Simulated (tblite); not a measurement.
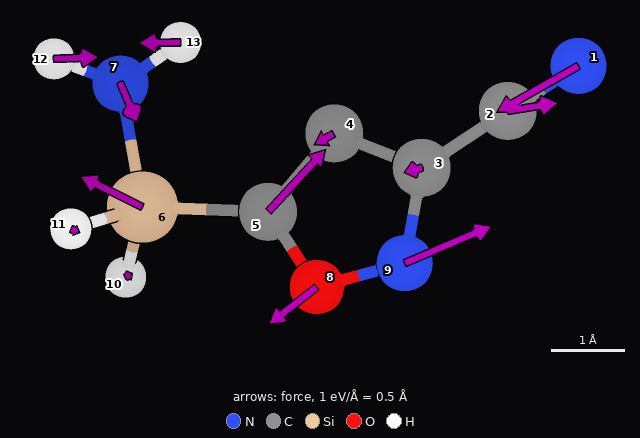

Starting geometry of C$_{4}$H$_{4}$N$_{3}$OSi (multiplicity 2) with the computed forces as purple arrows. Style: ball-and-stick. Shown at a tilt.

Theory: GFN2-xTB geometry optimisation, gas phase in tblite. 

What follows when this structure is relaxed?

Answer. It isn't relaxed: the largest force vector, on N9, is 2.71 eV/Å. The final displacements have little in common with the starting forces (cosine between the two patterns 0.26). H13 moves most after the best rigid fit: 0.41 Å. Largest moves by element: H 0.41 Å, N 0.37 Å, C 0.19 Å, O 0.11 Å, Si 0.11 Å. Some distances before and after: Si6–N7 1.789 → 1.714 Å, O8–N9 1.298 → 1.357 Å, C5–Si6 1.844 → 1.884 Å, C4–C5 1.407 → 1.367 Å. Among the angles between lasting bonds that change: Si6–N7–H13 107.6° → 120.7°, Si6–C5–O8 129.1° → 118.8°, Si6–N7–H12 111.1° → 120.1°. The energy falls by 11.9 kcal/mol in 80 geometry steps.
